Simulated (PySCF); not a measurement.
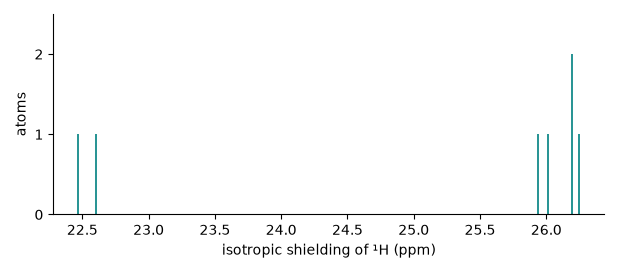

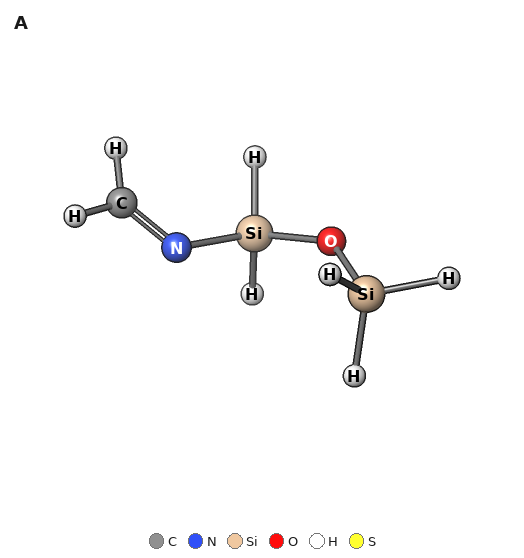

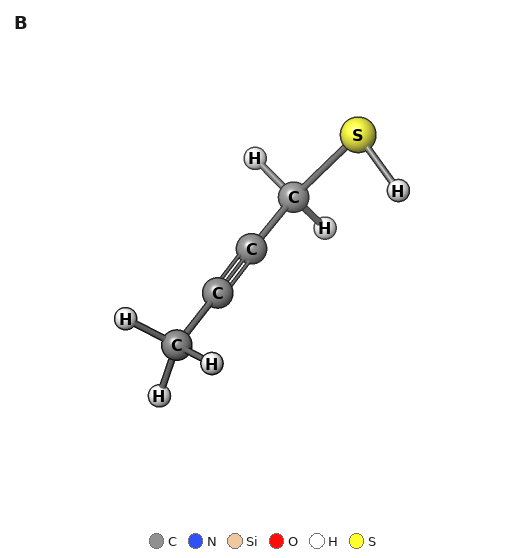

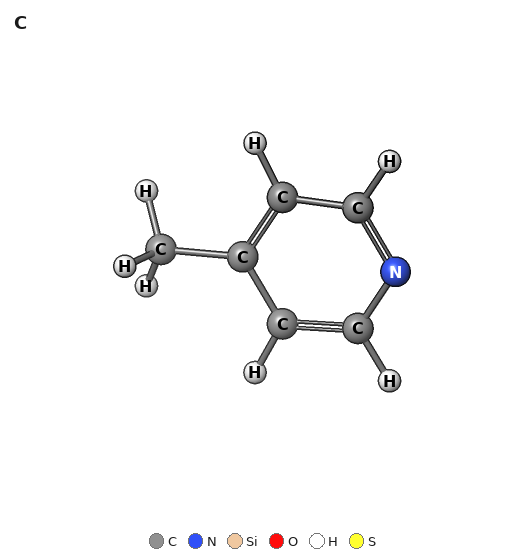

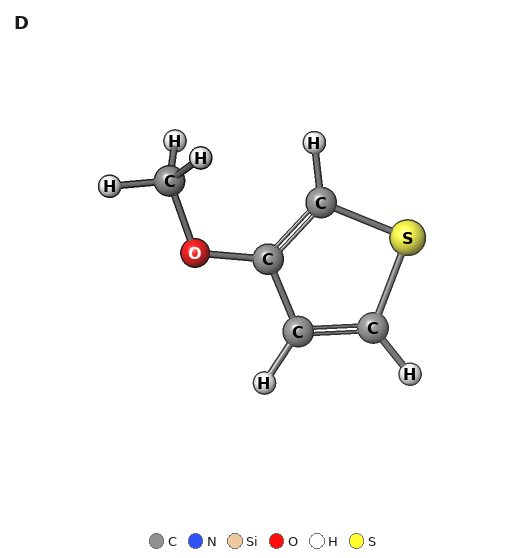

The sticks are computed shieldings of one of the molecules, for one fixed geometry (PBE0-D3(BJ)/def2-SVP) without averaging over rotations. Low shielding means a high chemical shift. Method: GIAO PBE0/cc-pVTZ NMR shielding, non-relativistic, gas phase (PySCF 2.14.0).

### Which molecule gives this pattern?

A, `C=N[SiH2]O[SiH3]`. Its 7 H atoms give lines at 22.47, 22.61, 25.94, 26.01, 26.20 (2 atoms), 26.25 ppm.
